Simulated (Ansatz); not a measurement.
Effect of Ga → Al on SrGaSi

The parent structure is SrGaSi (space group P-6m2, No. 187; a = 4.166 Å, c = 4.622 Å; a cell from a computed database, its experimental status unchecked).

Modification: full substitution Ga → Al; the structure is relaxed again.

Computed with DFT with PBEsol, PAW potentials and a 420 eV plane-wave cutoff in Ansatz (a quantum-chemistry and plane-wave program), without spin-orbit coupling. Settings: 13×13×10 k-points, 0.05 eV Fermi–Dirac smearing.

The lattice parameter a grows by 0.077 Å, from 4.166 Å to 4.243 Å and the c/a ratio drops by 0.017 to 1.092. The space group stays P-6m2 (No. 187) and the band gap is still zero.

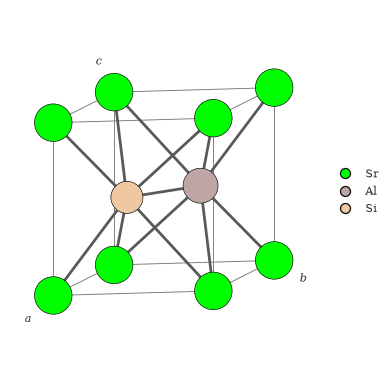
Fig. 1. The relaxed conventional cell after the change

Cost of the whole job for the changed cell (relaxation, final SCF and bands): very roughly 2.6 core-minutes.

No phonon test of stability was made. For SrAlSi in this form, whether it has been made was not checked. The final runs are not spin-polarised. An odd electron count without spin: SrAlSi and SrGaSi.
